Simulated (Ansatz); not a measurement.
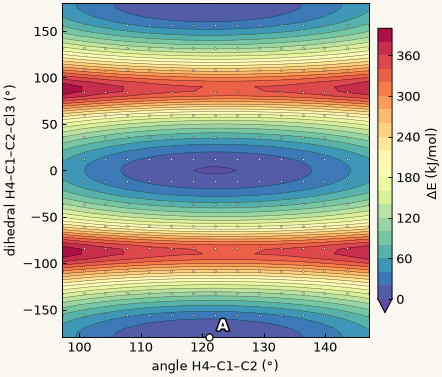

C2H3Cl, SMILES C=CCl. 
- First axis: angle H4–C1–C2. Second axis: dihedral H4–C1–C2–Cl3.
- Nothing is relaxed (all other coordinates rigid).
- Grid: 15 × 15 points; 120 points were computed and 105 follow by symmetry.
- Points are written as (first, second).
- Energies are in kJ/mol, from the lowest grid point.
- The dihedral twists a double bond; near 90° a spin-restricted reference is unreliable.
- Level of theory: RKS CAM-B3LYP-D4/def2-TZVP (Ansatz 0.2.0).

Drawn: filled contours, dots at the grid points, the point A. Between grid points the surface is interpolated.

Find the lowest pass out of the well at A.

Answer. The easiest path leads from the well at about (121°, −180°) to a well of about the same depth at about (122°, 0°). Its highest point lies about 340 kJ/mol above the bottom of the first well on the interpolated surface, at about (124°, −85°). The start is the relaxed structure and all else is held, so a fully relaxed path at this level can only be lower.

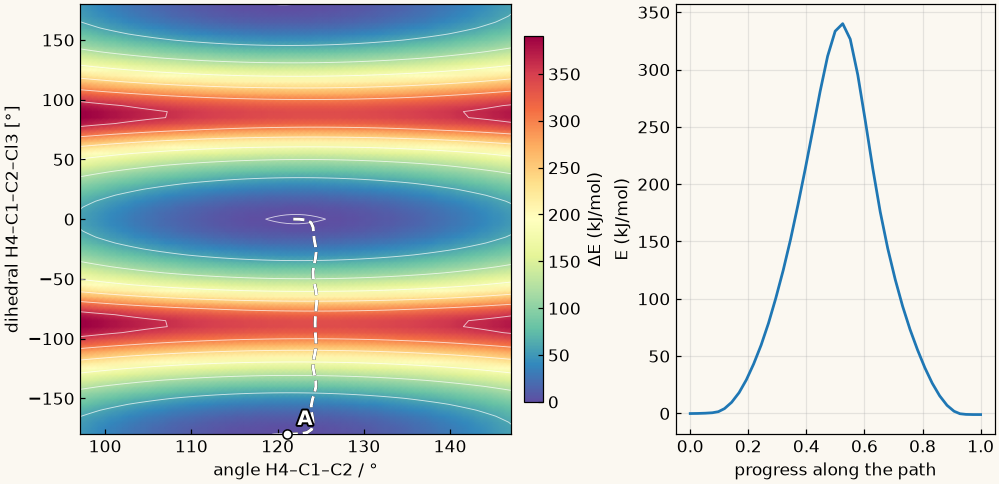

Drawn: a smooth colour map with a few white contour lines, a line along the lowest path, the energy along the path at the right. Between grid points the surface is interpolated.
